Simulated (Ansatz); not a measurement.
A periodic structure is given below.

```xyz
36
Lattice="5.0184 0.0000 5.5095 5.0184 0.0000 -5.5095 0.0000 8.6922 0.0000" Properties=species:S:1:pos:R:3 pbc="T T T"
O     4.6708    8.4805   -0.1454
Si    0.0000    0.0000    0.0000
Si    7.4095    4.2547   -0.0787
Si    2.2672    4.4025    0.0550
Si    7.6097    0.2453   -1.8020
Si    2.4481    0.0533   -1.8729
Si    4.9512    4.6897    3.5951
Si    4.8153    4.4997   -1.8376
Si    6.0237    2.2361   -3.5947
Si    6.1437    2.2395    1.8319
Si    3.5317    6.6904    1.7485
Si    3.5864    6.5289   -3.7599
O     5.1325    1.0806   -4.3092
O     4.8209    1.4146    1.4142
O     2.6032    5.4737    1.2415
O     7.7088    5.3743    1.0638
O     6.9826    1.6031   -2.4488
O     7.1443    1.4359    2.8888
O     4.6722    6.0682    2.7239
O     4.6104    5.8704   -2.6852
O     1.4811    8.3945   -0.6377
O     6.8369    8.2961   -0.5357
O     3.5352    4.1443   -0.9069
O     8.6409    4.1527   -1.1455
O     2.7220    7.8802    2.4364
O     7.6318    7.5282    2.6029
O     5.5382    3.5502    2.6157
O     5.0038    3.2751   -2.8849
O     4.0249    0.4285   -1.1820
O     4.1003    0.5553    4.2869
O     6.1006    4.7408   -0.8954
O     1.0556    5.0616   -0.8024
O     4.0169    7.2190    0.1490
O     9.4687    7.3098    0.6225
O     7.1301    2.8188    0.6447
O     1.8566    2.9974    0.7511
```

Q: What structure is this?

A: It has the composition Si11O25. The structure is triclinic, space group P1. Atoms per cell: 36 (11 Si, 25 O). The neighbours of Si are four O in a distorted tetrahedral arrangement at 1.60 to 1.76 Å. The bonds build a three-dimensional framework.

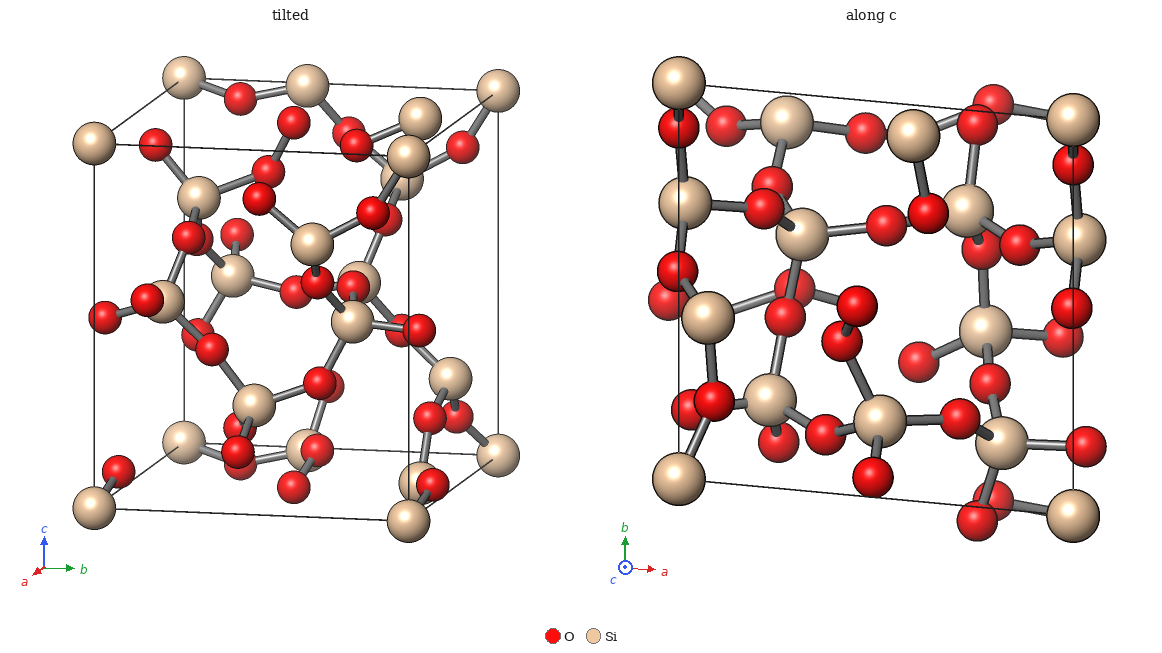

The crystal in a ball-and-stick representation, seen slightly off an axis and along the c axis. The edges of the simulation cell are marked. Colours: silicon light orange, oxygen red.

The cell started as a structure listed in the Materials Project, repeated into a supercell with a point defect put in. The atoms were relaxed in a fixed cell with DFT PBE, scalar-relativistic, plane waves, PAW in Ansatz 0.2.0.
